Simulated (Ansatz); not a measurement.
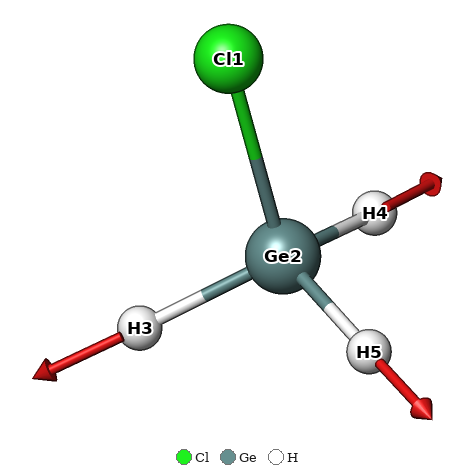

The arrows show one normal mode. Harmonic vibrations computed with RKS PBE0-D4/def2-TZVP (Ansatz 0.2.0) at a stationary point of the same level.

> What kind of motion is it?

Mostly in-phase stretching of 3 Ge–H bonds.

> Estimate its harmonic wavenumber.

2178 cm⁻¹; it is mode 7 of 9 counted from the lowest.
